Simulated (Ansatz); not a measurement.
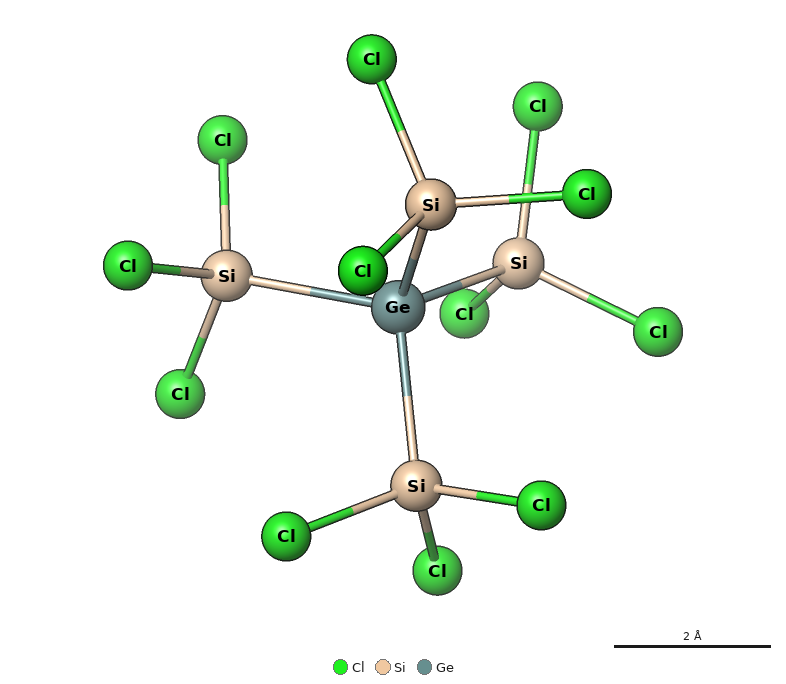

Atoms fade into the background with distance from the viewer. The computed structure is the end point of a PBE0-D4/def2-TZVP optimisation. No frequency run is at hand to confirm it as a minimum. Masses are those of the most abundant isotopes; constants are for the rigid equilibrium geometry.

### What kind of rotor is it, and what are its rotational constants in GHz?

A spherical top (T): A = B = C = 0.124 GHz.
